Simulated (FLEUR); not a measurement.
# E(M) of MnSe

Wanted: E(M) for MnSe, with its minima.

Method: LDA (VWN); all-electron FLAPW, Dirac cores, scalar-relativistic bands, in FLEUR MaX-R8.1.

The database entry behind the starting cell is an old determination (1938), so it need not match the best structure at ambient conditions.

## Step 1: Starting point

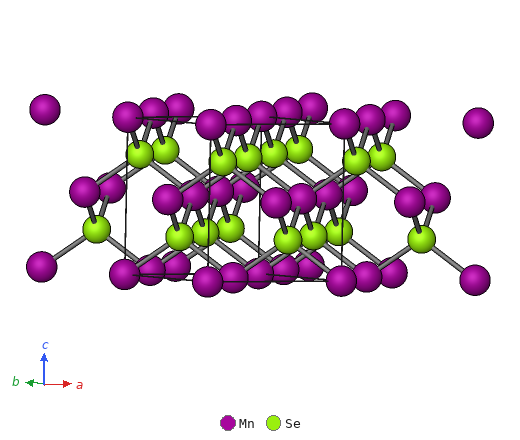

Start, viewed from a free direction; manganese purple, selenium green. 2×2×1 cells are drawn. This picture shows the conventional cell, with its axes. Bonds to atoms that aren't drawn are left out. Some periodic images of atoms are drawn too.

Coordinates:

```cif
data_structure
_symmetry_space_group_name_H-M 'P 1'
_symmetry_Int_Tables_number 1
_cell_length_a 4.1154
_cell_length_b 4.1154
_cell_length_c 4.1154
_cell_angle_alpha 60.000
_cell_angle_beta 60.000
_cell_angle_gamma 60.000
_cell_volume 49.28
loop_
_atom_site_label
_atom_site_type_symbol
_atom_site_fract_x
_atom_site_fract_y
_atom_site_fract_z
_atom_site_occupancy
Mn1 Mn 0.00000 0.00000 0.00000 1
Se2 Se 0.25000 0.25000 0.25000 1
```

## Step 2: Unconstrained state

The free run tells which range of moments is worth scanning.

inpgen writes inp.xml from crystal.txt; cutoffs, mixing, functional, smearing and local orbitals are then set in the file. The k list default-1 (kpts.xml, not shown) is a Γ-centred 6×6×6 mesh; where the ranks do not divide the number of points, some are split in two of half the weight.

Input file inp.xml:

```
<?xml version="1.0" encoding="UTF-8" standalone="no"?>
<fleurInput fleurInputVersion="0.39">
   <comment>
      MnSe
   </comment>
   <calculationSetup>
      <cutoffs Kmax="3.6" Gmax="10.8" GmaxXC="10.8" numbands="0"/>
      <scfLoop itmax="130" minDistance="0.00002" maxIterBroyd="15" imix="Anderson" alpha="0.05" precondParam="0.0" spinf="2.0" sdNocoIR="T"/>
      <coreElectrons ctail="T" frcor="F" kcrel="0" coretail_lmax="0"/>
      <xcFunctional name="vwn" relativisticCorrections="F"/>
      <magnetism jspins="2"/>
      <soc l_soc="F" theta="0.0" phi="0.0" spav="F"/>
      <expertModes spex="0" secvar="F"/>
      <geometryOptimization l_f="F" forcealpha="1.0" forcemix="BFGS" epsdisp="0.00001" epsforce="0.00001"/>
      <ldaU l_linMix="F" mixParam="0.05" spinf="1.0"/>
   </calculationSetup>
   <cell>
      <bzIntegration valenceElectrons="31.0" mode="hist" fermiSmearingEnergy="0.00110248">
         <kPointListSelection listName="default-1"/>
         <xi:include xmlns:xi="http://www.w3.org/2001/XInclude" href="kpts.xml"> </xi:include>
      </bzIntegration>
      <xi:include xmlns:xi="http://www.w3.org/2001/XInclude" href="sym.xml"> </xi:include>
      <bulkLattice scale="1.0">
         <bravaisMatrix>
            <row-1>    0.0000000000000000     5.4991030225859996     5.4991030225859996</row-1>
            <row-2>    5.4991030225859996     0.0000000000000000     5.4991030225859996</row-2>
            <row-3>    5.4991030225859996     5.4991030225859996     0.0000000000000000</row-3>
         </bravaisMatrix>
      </bulkLattice>
   </cell>
   <atomSpecies>
      <species name="Manganese 4.500" element="Mn" atomicNumber="25">
         <mtSphere radius="2.32" gridPoints="767" logIncrement="0.016"/>
         <atomicCutoffs lmax="8" lnonsphr="6"/>
         <electronConfig flipSpins="F">
            <coreConfig>(1s1/2) (2s1/2) (2p1/2) (2p3/2)</coreConfig>
            <valenceConfig>(3s1/2) (3p1/2) (3p3/2) (4s1/2) (3d3/2) (3d5/2)</valenceConfig>
            <stateOccupation state="(3d3/2)" spinUp="1.75" spinDown="0.25"/>
            <stateOccupation state="(3d5/2)" spinUp="3.0" spinDown="0.0"/>
         </electronConfig>
         <energyParameters s="4" p="4" d="3" f="4"/>
         <lo type="SCLO" l="0" n="3" eDeriv="0"/>
         <lo type="SCLO" l="1" n="3" eDeriv="0"/>
      </species>
      <species name="Selenium (Se)" element="Se" atomicNumber="34">
         <mtSphere radius="2.32" gridPoints="767" logIncrement="0.016"/>
         <atomicCutoffs lmax="8" lnonsphr="6"/>
         <electronConfig flipSpins="F">
            <coreConfig>(1s1/2) (2s1/2) (2p1/2) (2p3/2) (3s1/2) (3p1/2) (3p3/2)</coreConfig>
            <valenceConfig>(4s1/2) (3d3/2) (3d5/2) (4p1/2) (4p3/2)</valenceConfig>
            <stateOccupation state="(4p1/2)" spinUp="0.666667" spinDown="0.666667"/>
            <stateOccupation state="(4p3/2)" spinUp="1.333333" spinDown="1.333333"/>
         </electronConfig>
         <energyParameters s="4" p="4" d="3" f="4"/>
      </species>
   </atomSpecies>
   <atomGroups>
      <atomGroup species="Manganese 4.500">
         <relPos label="                   1">.0000000000 .0000000000 .0000000000</relPos>
         <force calculate="T" relaxXYZ="TTT"/>
      </atomGroup>
      <atomGroup species="Selenium (Se)">
         <relPos label="                   2">1.000/4.000 1.000/4.000 1.000/4.000</relPos>
         <force calculate="T" relaxXYZ="TTT"/>
      </atomGroup>
   </atomGroups>
   <output dos="F" band="F" slice="F">
      <bandDOS minEnergy="-.5*Htr" maxEnergy="0.5*Htr" sigma="0.015" storeEVData="T"/>
      <plotting iplot="0" polar="F">
         <plot TwoD="T" vec1="  1.0  0.0  0.0" vec2="  0.0  1.0  0.0" vec3="  0.0  0.0  1.0" zero="  0.0  0.0  0.0" file="plot"/>
      </plotting>
      <moessbauerParams electricFieldGradient="F" isomerShift="F" coreHyperfine="F" valenceHyperfine="F"/>
   </output>
</fleurInput>
```

Input file crystal.txt:

```
MnSe
&input film=F cartesian=F /
0.00000000000  2.91000000000  2.91000000000
2.91000000000  0.00000000000  2.91000000000
2.91000000000  2.91000000000  0.00000000000
1.8897261246
1.0 1.0 1.0

2
25 0.00000000000  0.00000000000  0.00000000000 : 4.500
34 0.25000000000  0.25000000000  0.25000000000

&kpt div1=6 div2=6 div3=6 gamma=T /
```

Launch:

```
$ OMP_NUM_THREADS=1 inpgen -f crystal.txt > inpgen.log  # inp.xml is then edited as shown
$ OMP_NUM_THREADS=1 mpirun -n 4 fleur_MPI > fleur.log
```

What it wrote:

```text
Welcome to FLEUR        (www.flapw.de)
      MaX-Release 8.1          (www.max-centre.eu)

 ========== k-point set info ==========
 Selected k-point list: default-1
 k-point list type: mesh
 6 x 6 x 6
 Number of k points: 16

 ------------Calculation Setup---------------------------
 Number of MPI-tasks      :            4
 Number of PE/node        :            4
 Number of OMP-threads    :            1
 k-points in parallel     :            4
 pe's per k-point         :            1
 No of k-point loops      :            4
 Eigenvalue solver        :       lapack
 Number of basis functions:          286
 Approximate size of matrices (H+S) per k-point:         0.002 GB
 --------------------------------------------------------
 Iteration:     1   Distance:       4.99274602 me/bohr^3
 Iteration:     2   Distance:       4.65292035 me/bohr^3
 Iteration:     3   Distance:       1.94827971 me/bohr^3
 Iteration:     4   Distance:       1.87097285 me/bohr^3
 Iteration:     5   Distance:       0.81828352 me/bohr^3
 Iteration:     6   Distance:       0.41650252 me/bohr^3
 Iteration:     7   Distance:       0.30437694 me/bohr^3
 Iteration:     8   Distance:       0.09258951 me/bohr^3
 Iteration:     9   Distance:       0.10931447 me/bohr^3
 Iteration:    10   Distance:       0.03023075 me/bohr^3
 Iteration:    11   Distance:       0.01271242 me/bohr^3
 Iteration:    12   Distance:       0.01139805 me/bohr^3
 Iteration:    13   Distance:       0.00384343 me/bohr^3
 Iteration:    14   Distance:       0.00281518 me/bohr^3
 Iteration:    15   Distance:       0.00055445 me/bohr^3
 Iteration:    16   Distance:       0.00052594 me/bohr^3
 Iteration:    17   Distance:       0.00022197 me/bohr^3
 Iteration:    18   Distance:       0.00004827 me/bohr^3
 Iteration:    19   Distance:       0.00001482 me/bohr^3

 ********************************************************************
 Run finished successfully
 Stop message:
   all done
 ********************************************************************

--- out.xml (last complete iteration) ---
<iteration numberForCurrentRun="   19" overallNumber="   19">
         <energyParameters units="Htr">
            <atomicEP atomType="1" spin="1" branch="4s" branchLowest="-2.80" branchHighest="1.69" value="0.0003624760"/>
            <atomicEP atomType="1" spin="1" branch="4p" branchLowest="-1.65" branchHighest="2.23" value="0.1325434271"/>
            <atomicEP atomType="1" spin="1" branch="3d" branchLowest="-9.99" branchHighest="0.19" value="0.0464273742"/>
            <atomicEP atomType="1" spin="1" branch="4f" branchLowest="-9.99" branchHighest="3.14" value="0.4433774764"/>
            <loAtomicEP atomType="1" spin="1" branch="3s" branchLowest="-26.89" branchHighest="-2.80" value="-2.8144452393"/>
            <loAtomicEP atomType="1" spin="1" branch="3p" branchLowest="-22.75" branchHighest="-1.65" value="-1.6797938680"/>
            <atomicEP atomType="2" spin="1" branch="4s" branchLowest="-7.45" branchHighest="0.22" value="-0.3372214184"/>
            <atomicEP atomType="2" spin="1" branch="4p" branchLowest="-5.24" branchHighest="0.90" value="-0.0001174405"/>
            <atomicEP atomType="2" spin="1" branch="3d" branchLowest="-9.99" branchHighest="-1.59" value="-1.5815664719"/>
            <atomicEP atomType="2" spin="1" branch="4f" branchLowest="-9.99" branchHighest="3.01" value="0.4302904339"/>
            <atomicEP atomType="1" spin="2" branch="4s" branchLowest="-2.64" branchHighest="1.81" value="0.0605823030"/>
            <atomicEP atomType="1" spin="2" branch="4p" branchLowest="-1.49" branchHighest="2.36" value="0.1881003895"/>
            <atomicEP atomType="1" spin="2" branch="3d" branchLowest="-9.99" branchHighest="0.35" value="0.1761423484"/>
            <atomicEP atomType="1" spin="2" branch="4f" branchLowest="-9.99" branchHighest="3.26" value="0.4949534821"/>
            <loAtomicEP atomType="1" spin="2" branch="3s" branchLowest="-26.82" branchHighest="-2.64" value="-2.6504984229"/>
            <loAtomicEP atomType="1" spin="2" branch="3p" branchLowest="-22.69" branchHighest="-1.49" value="-1.5198998890"/>
            <atomicEP atomType="2" spin="2" branch="4s" branchLowest="-7.44" branchHighest="0.22" value="-0.3323155166"/>
            <atomicEP atomType="2" spin="2" branch="4p" branchLowest="-5.24" branchHighest="0.90" value="0.0054788185"/>
            <atomicEP atomType="2" spin="2" branch="3d" branchLowest="-9.99" branchHighest="-1.59" value="-1.5807763891"/>
            <atomicEP atomType="2" spin="2" branch="4f" branchLowest="-9.99" branchHighest="3.01" value="0.4364576122"/>
         </energyParameters>
         <bandgap value="0.0000000000" units="eV"/>
         <sumValenceSingleParticleEnergies value="-31.0948740307" units="Htr"/>
         <FermiEnergy value="0.1734144235" units="Htr"/>
         <valenceDensity>
            <mtCharges spin="1">
               <mtCharge atomType="1" total="8.8886095" s="1.1578793" p="3.1411604" d="4.5798833" f="0.0077874"/>
               <mtCharge atomType="2" total="7.2393011" s="0.7786118" p="1.4438993" d="5.0063722" f="0.0077436"/>
            </mtCharges>
            <mtCharges spin="2">
               <mtCharge atomType="1" total="4.5664640" s="1.1081493" p="3.0808593" d="0.3687252" f="0.0069263"/>
               <mtCharge atomType="2" total="7.1290325" s="0.7692619" p="1.3606291" d="4.9977065" f="0.0007702"/>
            </mtCharges>
            <spinDependentCharge spin="1" total="17.9462917" interstitial="1.8183812" mtSpheres="16.1279106"/>
            <spinDependentCharge spin="2" total="13.0537083" interstitial="1.3582117" mtSpheres="11.6954966"/>
            <totalCharge value="31.0000000000"/>
         </valenceDensity>
         <coreStates atomType="     1" atomicNumber=" 25" spin="1" kinEnergy="    525.0358677136" eigValSum="   -330.4203095757" lostElectrons=" 0.000000">
            <state n="1" l="0" j="0.5" energy="-235.2786191327" weight="1.0000000000"/>
            <state n="2" l="0" j="0.5" energy="-26.8891453042" weight="1.0000000000"/>
            <state n="2" l="1" j="0.5" energy="-23.0053171163" weight="1.0000000000"/>
            <state n="2" l="1" j="1.5" energy="-22.6236140113" weight="2.0000000000"/>
         </coreStates>
         <coreStates atomType="     1" atomicNumber=" 25" spin="2" kinEnergy="    525.7334530039" eigValSum="   -330.1742463698" lostElectrons=" 0.000000">
            <state n="1" l="0" j="0.5" energy="-235.2778107772" weight="1.0000000000"/>
            <state n="2" l="0" j="0.5" energy="-26.8154520942" weight="1.0000000000"/>
            <state n="2" l="1" j="0.5" energy="-22.9490563818" weight="1.0000000000"/>
            <state n="2" l="1" j="1.5" energy="-22.5659635583" weight="2.0000000000"/>
         </coreStates>
         <coreStates atomType="     2" atomicNumber=" 34" spin="1" kinEnergy="   1137.6593133497" eigValSum="   -694.6449522732" lostElectrons=" 0.000051">
            <state n="1" l="0" j="0.5" energy="-458.2473324626" weight="1.0000000000"/>
            <state n="2" l="0" j="0.5" energy="-58.5800911008" weight="1.0000000000"/>
            <state n="2" l="1" j="0.5" energy="-52.5673582396" weight="1.0000000000"/>
            <state n="2" l="1" j="1.5" energy="-51.0357836055" weight="2.0000000000"/>
            <state n="3" l="0" j="0.5" energy="-7.4451057261" weight="1.0000000000"/>
            <state n="3" l="1" j="0.5" energy="-5.3886713065" weight="1.0000000000"/>
            <state n="3" l="1" j="1.5" energy="-5.1724131133" weight="2.0000000000"/>
         </coreStates>
         <coreStates atomType="     2" atomicNumber=" 34" spin="2" kinEnergy="   1137.6641759897" eigValSum="   -694.6411044142" lostElectrons=" 0.000051">
            <state n="1" l="0" j="0.5" energy="-458.2469606040" weight="1.0000000000"/>
            <state n="2" l="0" j="0.5" energy="-58.5798381315" weight="1.0000000000"/>
            <state n="2" l="1" j="0.5" energy="-52.5670207811" weight="1.0000000000"/>
            <state n="2" l="1" j="1.5" energy="-51.0354512808" weight="2.0000000000"/>
            <state n="3" l="0" j="0.5" energy="-7.4446017663" weight="1.0000000000"/>
            <state n="3" l="1" j="0.5" energy="-5.3881069643" weight="1.0000000000"/>
            <state n="3" l="1" j="1.5" energy="-5.1718368028" weight="2.0000000000"/>
         </coreStates>
         <allElectronCharges>
            <spinDependentCharge spin="1" total="31.9462917" interstitial="1.8184309" mtSpheres="30.1278608"/>
            <spinDependentCharge spin="2" total="27.0537083" interstitial="1.3582612" mtSpheres="25.6954471"/>
            <totalCharge value="58.9999999939"/>
         </allElectronCharges>
         <magneticMomentsInMTSpheres units="muBohr">
            <globalMagMoment atomType="1" vec="0.00000   0.00000   4.32215"/>
            <localMagMoment atomType="1" vec="0.00000   0.00000   4.32215"/>
            <globalMagMoment atomType="2" vec="0.00000   0.00000   0.11027"/>
            <localMagMoment atomType="2" vec="0.00000   0.00000   0.11027"/>
         </magneticMomentsInMTSpheres>
         <moessbauerParams unitsHFF="kG" unitsIS="e/bohr^3" unitsEFG="Htr/bohr^2">
         </moessbauerParams>
         <totalEnergy value="    -3583.6324666510" units="Htr">
            <sumOfEigenvalues value="    -2080.9754866637">
               <coreElectrons value="-2049.8806126330"/>
               <valenceElectrons value="-31.0948740307"/>
            </sumOfEigenvalues>
            <densityCoulombPotentialIntegral value="-5556.9169545507"/>
            <densityEffectivePotentialIntegral value="-5735.7837891501"/>
            <chargeDenXCDenIntegral value="-135.0633270390"/>
            <FockExchangeEnergyValence value="0.0000000000"/>
            <FockExchangeEnergyCore value="0.0000000000"/>
            <atomTypeDependentContributions atomType="1">
               <electronNucleiInteractionDifferentMTs value="1377.4900720274"/>
               <MadelungTerm value="-9.6418351828"/>
            </atomTypeDependentContributions>
            <atomTypeDependentContributions atomType="2">
               <electronNucleiInteractionDifferentMTs value="2923.6365980841"/>
               <MadelungTerm value="-14.1504595287"/>
            </atomTypeDependentContributions>
            <tkbTimesEntropy value="0.0001477141"/>
            <freeEnergy value="-3583.6326143651"/>
            <extrapolationTo0K value="-3583.6325405081"/>
         </totalEnergy>
         <densityConvergence units="me/bohr^3">
            <chargeDensity spin="1" distance="0.0000071525"/>
            <chargeDensity spin="2" distance="0.0000085218"/>
            <overallChargeDensity distance="0.0000148176"/>
            <spinDensity distance="0.0000052915"/>
         </densityConvergence>
      </iteration>
```

Run time: 12 s. Hardware: 4 MPI ranks of Arm Neoverse V1, shared host; peak memory 0.19 GiB; 46 s of CPU time.

Spin moment in the muffin-tin sphere by atom:

```csv
atom,spin moment in the muffin-tin sphere (μB)
Mn1,4.32
Se2,0.11
```

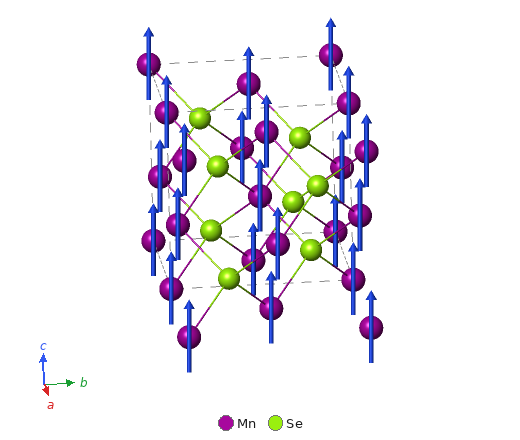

Spin moment in the muffin-tin sphere as arrows, the longest 4.32 μB. Up and down stand for the sign. Arrows give size and sign along the axis of quantisation, drawn up and down the page. Bonds to atoms that aren't drawn are left out. 2×1×1 conventional cells are drawn. Some periodic images of atoms are drawn too.

Read from the output:

| Property | Result |
| --- | --- |
| free energy | -97515.6112 eV |
| program's band gap on this mesh (in a metal only a level spacing) | 0 eV |
| magnetization | 4.893 μB |
| final state | ferromagnetic |

After 19 cycles the largest moment stands at 4.32 μB.

## Step 3: No spin polarisation

inp.xml: that of step 2 with these lines changed.

```diff
@@ -10,3 +10,3 @@
       <xcFunctional name="vwn" relativisticCorrections="F"/>
-      <magnetism jspins="2"/>
+      <magnetism jspins="1"/>
       <soc l_soc="F" theta="0.0" phi="0.0" spav="F"/>
@@ -31,3 +31,3 @@
    <atomSpecies>
-      <species name="Manganese 4.500" element="Mn" atomicNumber="25">
+      <species name="Manganese (Mn)" element="Mn" atomicNumber="25">
          <mtSphere radius="2.32" gridPoints="767" logIncrement="0.016"/>
@@ -37,4 +37,4 @@
             <valenceConfig>(3s1/2) (3p1/2) (3p3/2) (4s1/2) (3d3/2) (3d5/2)</valenceConfig>
-            <stateOccupation state="(3d3/2)" spinUp="1.75" spinDown="0.25"/>
-            <stateOccupation state="(3d5/2)" spinUp="3.0" spinDown="0.0"/>
+            <stateOccupation state="(3d3/2)" spinUp="1.000000" spinDown="1.000000"/>
+            <stateOccupation state="(3d5/2)" spinUp="1.500000" spinDown="1.500000"/>
          </electronConfig>
@@ -57,3 +57,3 @@
    <atomGroups>
-      <atomGroup species="Manganese 4.500">
+      <atomGroup species="Manganese (Mn)">
          <relPos label="                   1">.0000000000 .0000000000 .0000000000</relPos>
```

crystal.txt: that of step 2 with these lines changed.

```diff
@@ -9,3 +9,3 @@
 2
-25 0.00000000000  0.00000000000  0.00000000000 : 4.500
+25 0.00000000000  0.00000000000  0.00000000000
 34 0.25000000000  0.25000000000  0.25000000000
```

What it wrote:

```text
[banner, memory and clock lines left out]
Welcome to FLEUR        (www.flapw.de)
      MaX-Release 8.1          (www.max-centre.eu)

 ========== k-point set info ==========
 Selected k-point list: default-1
 k-point list type: mesh
 6 x 6 x 6
 Number of k points: 16

 [... set-up left out ...]
 Iteration:     1   Distance:      18.39229282 me/bohr^3
 Iteration:     2   Distance:      14.34807330 me/bohr^3
 Iteration:     3   Distance:      11.44142775 me/bohr^3
 Iteration:     4   Distance:       7.89288020 me/bohr^3
 Iteration:     5   Distance:       1.68087777 me/bohr^3
 Iteration:     6   Distance:       2.08504164 me/bohr^3
 Iteration:     7   Distance:       0.12423839 me/bohr^3
 Iteration:     8   Distance:       0.28506619 me/bohr^3
[... lines left out ...]
 Iteration:    13   Distance:       0.00525579 me/bohr^3
 Iteration:    14   Distance:       0.00079660 me/bohr^3
 Iteration:    15   Distance:       0.00012463 me/bohr^3
 Iteration:    16   Distance:       0.00010628 me/bohr^3
 Iteration:    17   Distance:       0.00007329 me/bohr^3
 Iteration:    18   Distance:       0.00000372 me/bohr^3

 ********************************************************************
 Run finished successfully
 Stop message:
   all done
 ********************************************************************

--- out.xml (last complete iteration) ---
<iteration numberForCurrentRun="   18" overallNumber="   18">
         [... left out ...]
         <bandgap value="0.0487983623" units="eV"/>
         <sumValenceSingleParticleEnergies value="-31.1662920423" units="Htr"/>
         <FermiEnergy value="0.1511011956" units="Htr"/>
         [... left out ...]
         <totalEnergy value="    -3583.5705704730" units="Htr">
            <sumOfEigenvalues value="    -2081.7000206345">
               <coreElectrons value="-2050.5337285922"/>
               <valenceElectrons value="-31.1662920423"/>
            </sumOfEigenvalues>
         [... left out ...]
            <freeEnergy value="-3583.5710890585"/>
            <extrapolationTo0K value="-3583.5708297658"/>
         </totalEnergy>
         <densityConvergence units="me/bohr^3">
            <chargeDensity spin="1" distance="0.0000037242"/>
         </densityConvergence>
      </iteration>
```

Run time: 6.3 s. Hardware: 4 MPI ranks; peak memory 0.16 GiB; 25 s of CPU time.

Read from the output:

```yaml
free_energy: -97513.9370 eV
program_s_band_gap_on_this_mesh_in_a_metal_only_a_level_spacing: 0.04880 eV
final_state: non-magnetic (no spin polarisation)
```

Its energy lies +1674.2 meV a cell from the free run's.

[end of part 1 of 2]

[Logs and program files are shortened in this print: banners, set-up blocks, solver, clock and traceback lines can be left out without a mark of their own.]

[Logs are printed without paths, hosts, clocks, repeated set-up lines and the standing remarks that a program may print on its own settings, such as how far it seeks lower states.]

[Hosts, paths, dates, database ids (printed as entryN), source tags and the programs' standing remarks are cut or masked in the printed files.]

[Where a cell is said to come from a database of computed structures, the database is the Materials Project.]
